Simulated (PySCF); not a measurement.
**C7H13NSi: density, localisation and related maps**

The calculation's input:

```
{"job": {"kind": "nmr", "xc": "PBE0", "basis": "pcSseg-1"}, "charge": 0, "multiplicity": 1}
C      3.643909    -0.805026    -1.000507
C      2.595288    -0.100107    -0.575415
C      2.478688     1.381457    -0.739005
C      1.484824    -0.772301     0.091523
N      0.491164    -0.136050     0.526580
Si    -0.950814    -0.563509     1.344445
C     -2.370080     0.034505     0.251944
C     -2.193344     0.536879    -0.961140
C     -3.736785    -0.090624     0.850810
H      3.698552    -1.872879    -0.867714
H      4.480775    -0.339682    -1.493397
H      2.317505     1.844504     0.232045
H      1.611420     1.615589    -1.353285
H      3.369801     1.797764    -1.200128
H      1.589040    -1.862057     0.185639
H     -1.167456    -1.985869     1.666166
H     -0.876543     0.218552     2.582750
H     -1.212239     0.624100    -1.396784
H     -3.017571     0.883473    -1.569449
H     -3.770372     0.410238     1.817287
H     -3.976948    -1.139942     1.019655
H     -4.499227     0.340371     0.203639
```

Run with:

```sh
OMP_NUM_THREADS=1 python probes_run.py task.json out
```

Geometry: GFN2-xTB.

Method: PySCF, PBE0/pcSseg-1, SCF density, gas phase, non-relativistic.

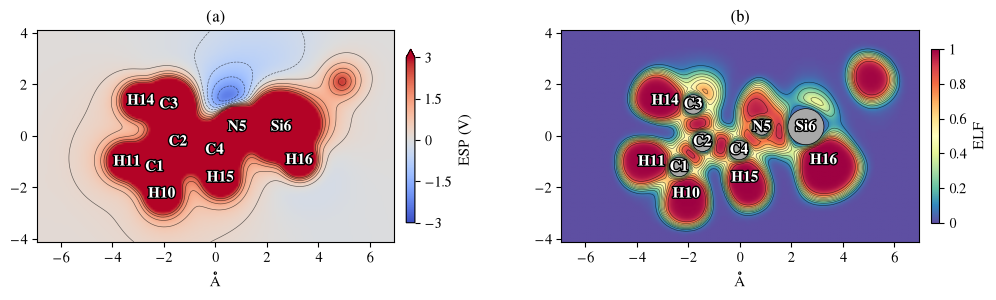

Figure 1. (a) molecular electrostatic potential; (b) ELF on the plane of atoms C2, C4 and H15. Grey discs cover the atomic cores in the ELF map.

What do the fields say about this system?

Answer.
- The plane passes through C, N, Si and H nuclei.
- C–N (1.26 Å): the ELF peaks at about 0.90 between the atoms: a multiple bond.
- C–C (1.33 Å): the ELF peaks at about 0.95 between the atoms; a multiple bond.
- Si–N (1.71 Å): the ELF peaks at about 0.90 between the atoms: a polar covalent bond.
- C–H (1.08 Å): the ELF climbs to about 1 towards the hydrogen, as it does in any bond to H: an ordinary covalent bond to hydrogen.
- C–C (1.46 Å): the ELF peaks at about 0.95 between the atoms; a covalent bond.
- The ELF also peaks beside N5, away from the bonds: lone-pair regions.
- Outside the dense part of the molecule the potential is most negative (−2.3 V) near N5.

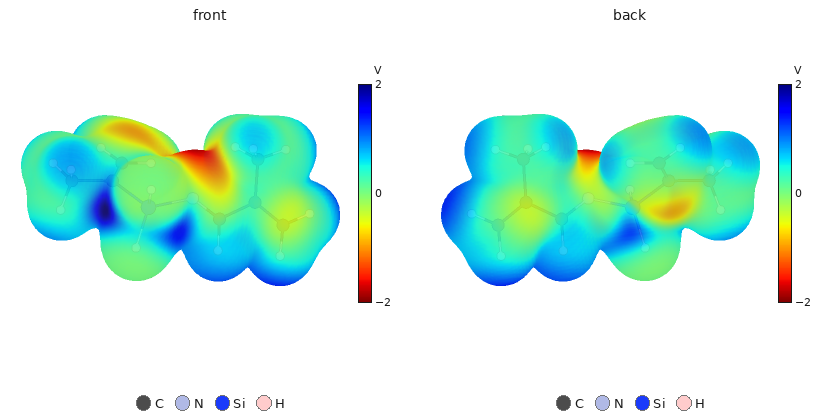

Figure 2. The molecular electrostatic potential painted on the density surface at 0.004 e/bohr³, seen from the front and from behind; red is negative and blue positive.

Which sites attract a positive test charge, and which a negative one?

Answer. A positive charge is drawn to the negative regions and a negative charge to the positive ones. The most negative region (about −1.7 V) lies over N5, the most positive (about +1.6 V) over Si6. N5 is the likeliest acceptor of a hydrogen bond.
